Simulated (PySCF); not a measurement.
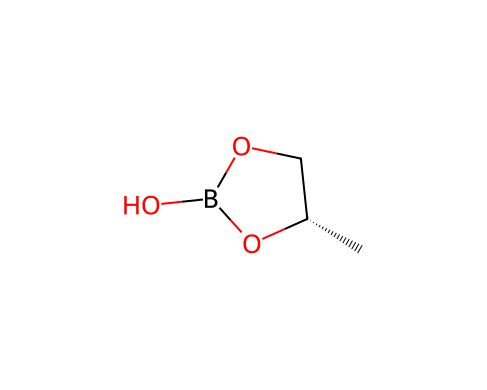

Skeletal drawing of a molecule.

Question: Transcribe the drawing into SMILES.

Answer: C[C@H]1COB(O)O1

Question: Give the formula, hydrogens included.

Answer: C3H7BO3.

Question: An optimisation with GFN2-xTB gave a structure of which point group?

Answer: C1.

More results for the same structure follow; atom numbers are the same in all pictures, views and colours differ. The computed structure is the end point of a GFN2-xTB optimisation. No frequency run is at hand to confirm it as a minimum.

### Shape

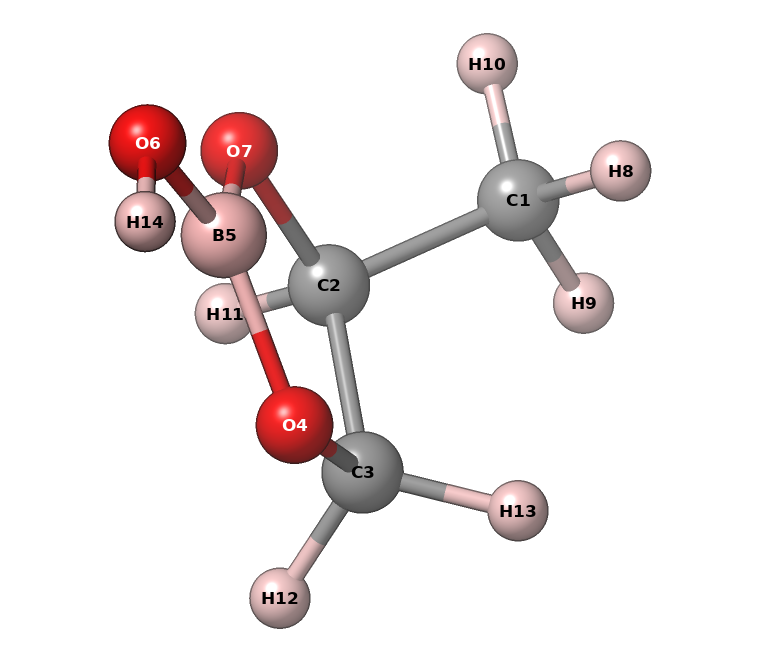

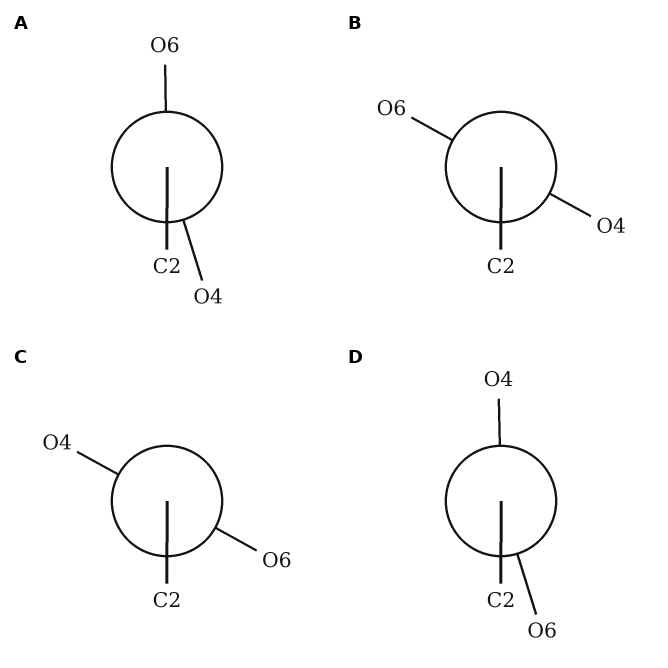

Distant atoms are faded towards the background colour. Bonds that would overlap in a projection are set slightly apart. No frequency run is at hand to confirm it as a minimum.

Question: Which Newman projection shows the view along O7–B5, with O7 in front?

Answer: A. The torsion angle C2–O7–B5–O4 is −1°, synperiplanar (eclipsed).

### Ring current

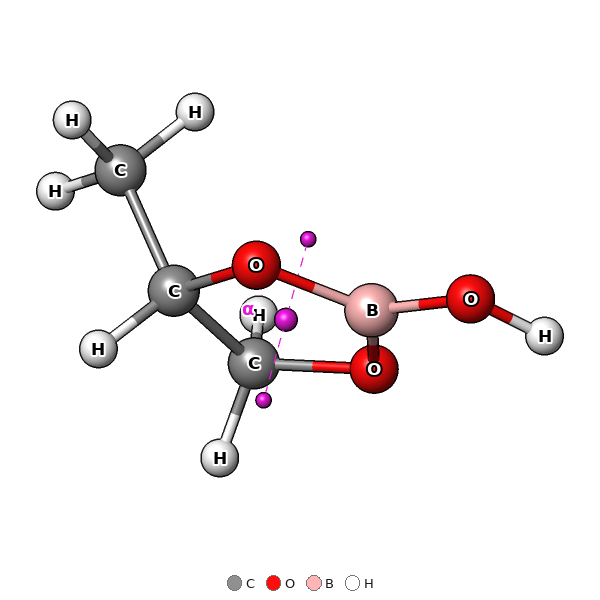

The small points mark where nucleus-independent chemical shifts (NICS) were computed: at the centre of each lettered ring and 1 Å above and below it. No frequency run is at hand to confirm it as a minimum. Level of theory: GIAO PBE0/pcSseg-1 NMR shielding, non-relativistic, gas phase (PySCF 2.14.0).

Give NICS(0), NICS(1) and the out-of-plane component NICS(1)zz for each ring (means of the two sides).

```
ring  members  NICS(0)  NICS(1)  NICS(1)zz
   α    C2BO2     −5.9     −2.1       −3.5
```

Values in ppm.

Question: What do the values say about the ring currents?

Answer: Ring α: weak, as in a non-aromatic ring. NICS is one index among several.

### Excitation

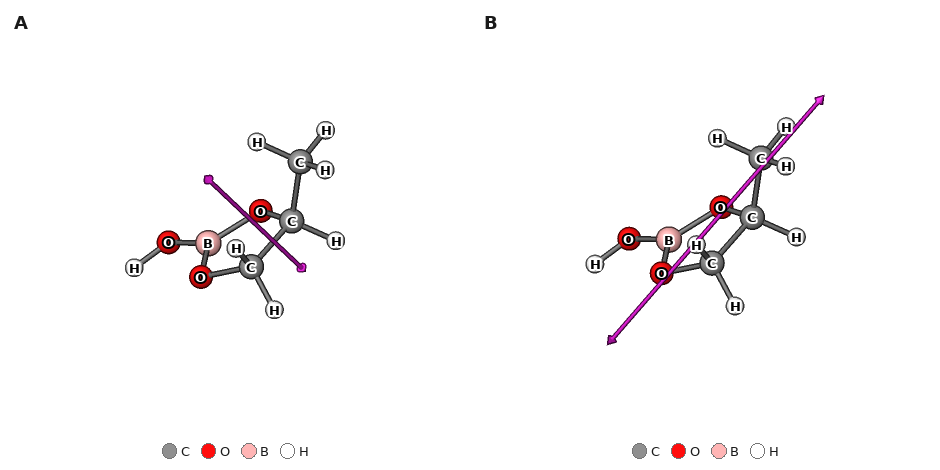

The double arrows show the directions of two transition dipoles from the ground state (lengths mean nothing). No frequency run is at hand to confirm it as a minimum. Properties computed with TDDFT PBE0/def2-SVPD, vertical, gas phase, core orbitals frozen in the response (PySCF 2.14.0).

Question: One belongs to singlet state 2 and one to singlet state 4. Which is which?

Answer: A: state 4, 8.29 eV (150 nm), oscillator strength 0.024, mainly HOMO → LUMO+2 (weight 0.88).
B: state 2, 7.77 eV (160 nm), oscillator strength 0.017, mainly HOMO → LUMO+1 (weight 0.93).

### Charges

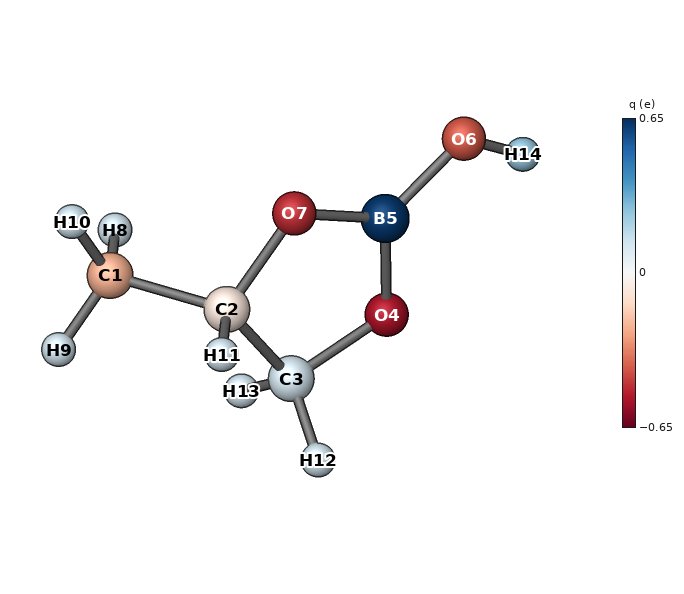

Atoms are coloured by their Mulliken charges. No frequency run is at hand to confirm it as a minimum. Level of theory: PBE0/pcSseg-1, gas phase (PySCF 2.14.0).

Question: Which atom carries the highest charge (most positive or least negative)?

Answer: B5 (0.63 e).

Question: And the lowest?

Answer: O4 (−0.52 e).

List the Mulliken charges.

| atom | value (e) |
| --- | --- |
| C1 | −0.23 |
| C2 | −0.07 |
| C3 | 0.11 |
| O4 | −0.52 |
| B5 | 0.63 |
| O6 | −0.40 |
| O7 | −0.48 |
| H8 | 0.11 |
| H9 | 0.11 |
| H10 | 0.13 |
| H11 | 0.12 |
| H12 | 0.12 |
| H13 | 0.11 |
| H14 | 0.25 |

Mulliken values depend strongly on the basis set and can even reverse the polarity of a bond. The geometry is semi-empirical. Around B such bond lengths and angles can be off by a tenth of an ångström or more and by several degrees, and values that hang on the shape move with them.
